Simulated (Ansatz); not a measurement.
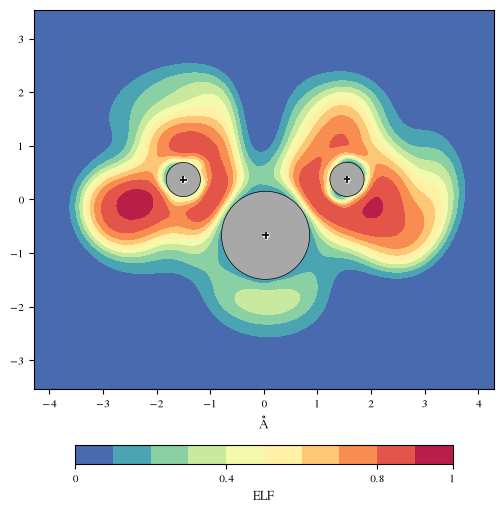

The electron localisation function on a plane through atoms (crosses mark nuclei in the plane; grey discs cover the cores).

Level of theory: Ansatz 0.2.0, RKS B3LYP/def2-SVPD.

Candidates:
A. GeH₆N₂
B. ClFH₂MgO···H₂

Which candidate gave the map?

Answer. Candidate A: GeH₆N₂ on the plane of atoms N1, Ge2 and N3, which holds N and Ge. Ge–N (1.84 Å): the ELF peaks at about 0.90 in the valence shell of N, 0.6 Å from its nucleus, and is about 0.50 at the midpoint.
